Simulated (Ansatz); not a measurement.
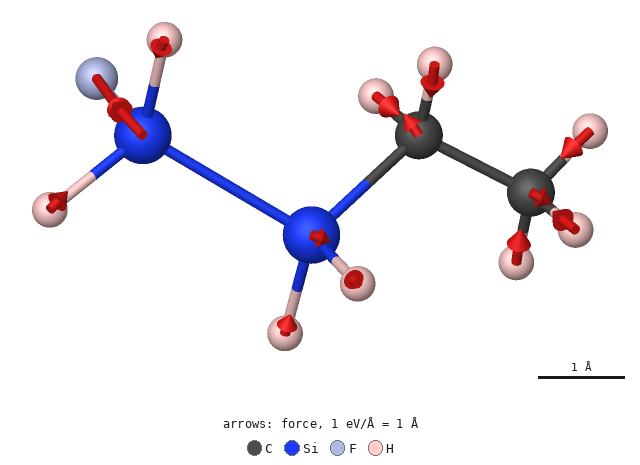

Starting geometry of C₂H₉FSi₂ with the computed forces as red arrows. The picture is a ball-and-stick view, seen at a tilt.

The start comes from PBE-D4/def2-SVP.

Computed with RKS PBE0-D4/def2-TZVP in Ansatz 0.2.0.

Input
```yaml
crystal:
  periodic: [false, false, false]
  atoms:
    - {symbol: C, position_ang: [1.683009, 0.418364, 1.562437]}
    - {symbol: C, position_ang: [0.309518, 0.482033, 0.881581]}
    - {symbol: Si, position_ang: [0.144617, -0.617462, -0.662607]}
    - {symbol: Si, position_ang: [-1.980877, -0.330360, -1.625431]}
    - {symbol: F, position_ang: [-2.170594, 1.278006, -1.946010]}
    - {symbol: H, position_ang: [2.494687, 0.729024, 0.872980]}
    - {symbol: H, position_ang: [1.730866, 1.083366, 2.449726]}
    - {symbol: H, position_ang: [1.921162, -0.609277, 1.906160]}
    - {symbol: H, position_ang: [-0.497564, 0.187670, 1.587661]}
    - {symbol: H, position_ang: [0.068141, 1.520627, 0.566143]}
    - {symbol: H, position_ang: [0.315752, -2.075620, -0.309295]}
    - {symbol: H, position_ang: [1.206240, -0.266050, -1.674507]}
    - {symbol: H, position_ang: [-3.072245, -0.737672, -0.668352]}
    - {symbol: H, position_ang: [-2.165612, -1.091850, -2.911586]}
basis:
  gaussian: {orbitals: def2-TZVP}
hamiltonian: {xc: pbe0, dispersion: d4}
relax: {f_tol: 0.005, max_steps: 150}
```

Launched with:
```bash
ansatz run in.yaml --threads 4 --pin off --events-out ev --progress --plain --max-ram 10444MiB
```

### What follows when this structure is relaxed?

It isn't relaxed: the largest force vector, on F5, is 1.17 eV/Å. The final displacements follow the starting forces only in part (cosine between the two patterns 0.32). The energy falls by 0.068 eV in 8 accepted moves (10 points after the start). Largest force component: 1.1 eV/Å at the start, 0.00089 eV/Å at the end. The line search rejected the trial steps at points 6, 9 of the run. The forces were under the threshold at step 7, but the run went on from there. F5 moves most after the best rigid fit: 0.11 Å. Largest moves by element: F 0.11 Å, H 0.07 Å, Si 0.06 Å, C 0.03 Å. Among the contacts that change: Si4–F5 1.651 → 1.611 Å, C2–Si3 1.903 → 1.881 Å, Si3–H11 1.510 → 1.493 Å, C2–H10 1.112 → 1.095 Å. Bond angles that change, for instance: C2–Si3–Si4 109.9° → 112.1°.
